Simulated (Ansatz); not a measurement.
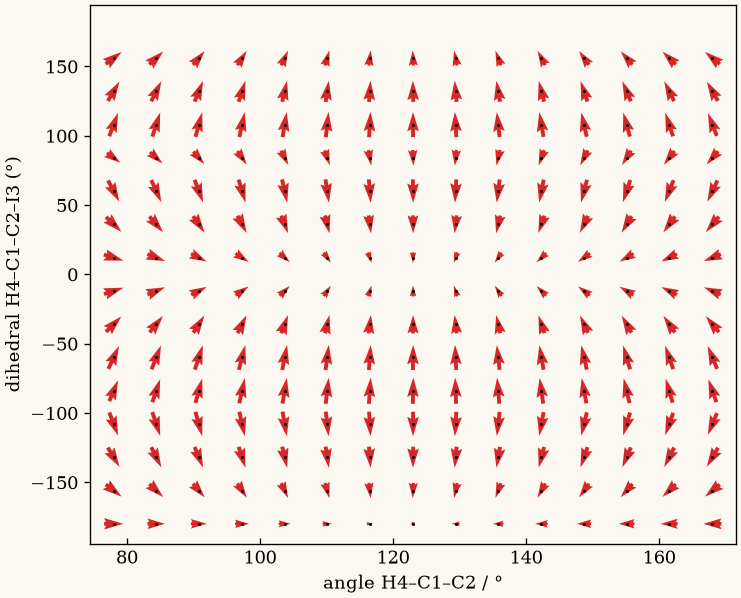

C2H3I, SMILES C=CI. Coordinates scanned: (1) angle H4–C1–C2; (2) dihedral H4–C1–C2–I3. Nothing is relaxed (all other coordinates rigid). The grid has 15 × 15 points; 120 points were computed and 105 follow by symmetry. Points are written as (first, second). The dihedral twists a double bond; near 90° a spin-restricted reference is unreliable. Theory: RKS B3LYP-D4/def2-TZVP (Ansatz 0.2.0).

The picture shows dots at the grid points, arrows along the force (downhill), their lengths compressed.

### The arrows alone are given. Where are the wells?

The arrows converge at about (121°, −180°); about (122°, 0°) (6 kJ/mol up) (read from the interpolated surface).

The energy map of the same scan:

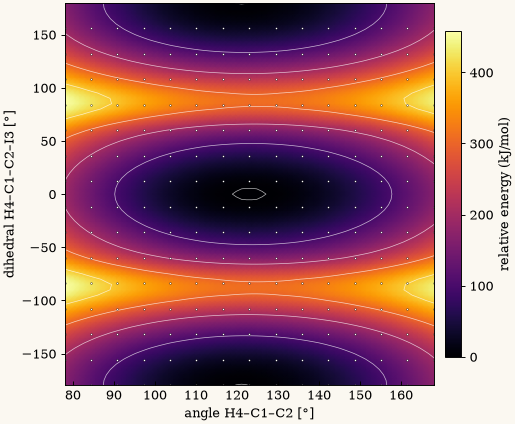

Energies are in kJ/mol, from the lowest grid point; between grid points the surface is interpolated.
